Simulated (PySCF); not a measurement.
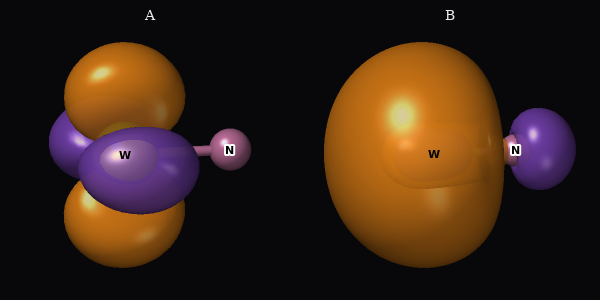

WN (quartet). Two frontier α-spin orbitals, each drawn at the value that holds 80 % of its norm (orange and purple are the two phases), in no order; of a degenerate pair one member is drawn.

⟨S²⟩ = 3.83, above the pure value of 3.75; core potentials replace the inner electrons of W.

Method: PBE0/def2-TZVPPD, non-relativistic Hamiltonian with scalar-relativistic core potentials where named, at a bond length of 1.657 Å (PySCF 2.14.0).

Name the orbitals and rank them from lowest to highest energy.

Answer. Orbital B: σ, occupied in this spin, −6.60 eV; mainly on W (90 %).
Orbital A: δ, occupied in this spin, −6.27 eV; almost wholly on W.
